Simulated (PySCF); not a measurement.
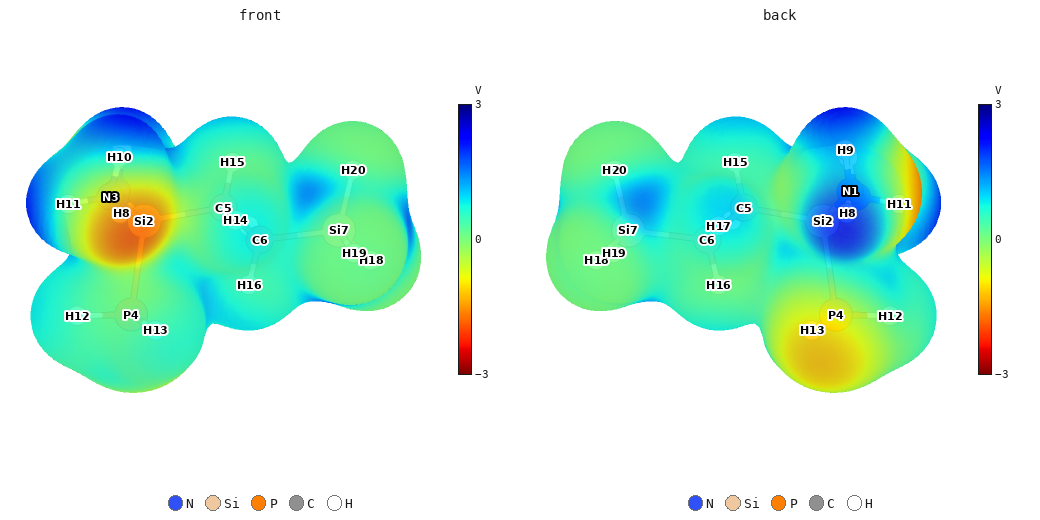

The picture shows: C2H13N2PSi2 (SMILES N[Si](N)(P)CC[SiH3]). The molecular electrostatic potential painted on the density surface at 0.004 e/bohr³, seen from the front and from behind; the colour scale runs from red (negative) to blue (positive).

Geometry: GFN2-xTB.

All numbers below come from PBE0/pcSseg-1, SCF density, gas phase, non-relativistic in PySCF 2.14.0.

```xyz
20

N    -1.8133    1.7433   -0.4165
Si   -1.3548    0.1104   -0.0456
N    -2.3337   -0.5814    1.2040
P    -1.6082   -0.9350   -2.0231
C     0.4571   -0.1022    0.5280
C     1.4364    0.1523   -0.6157
Si    3.2463   -0.1286   -0.1134
H    -1.6223    2.1007   -1.3388
H    -1.6737    2.4678    0.2698
H    -2.1698   -0.2986    2.1569
H    -3.3247   -0.6616    1.0409
H    -2.9382   -1.2477   -1.8240
H    -1.1936   -2.1643   -1.5471
H     0.6113   -1.1070    0.9211
H     0.6660    0.5875    1.3470
H     1.1775   -0.5045   -1.4521
H     1.3033    1.1728   -0.9825
H     4.1280    0.1914   -1.2376
H     3.4295   -1.5261    0.2849
H     3.5718    0.7416    1.0214
```

Q: Which sites attract a positive test charge, and which a negative one?

A: A positive charge is drawn to the negative regions and a negative charge to the positive ones. The most negative region (about −1.7 V, or −39 kcal/mol for a unit charge) lies over N3, the most positive (about +2.1 V, or +48 kcal/mol for a unit charge) over H9 and H10. N3 is the likeliest acceptor of a hydrogen bond.

Q: How polar is the molecule by this calculation?

A: Its dipole moment is 2.33 D.
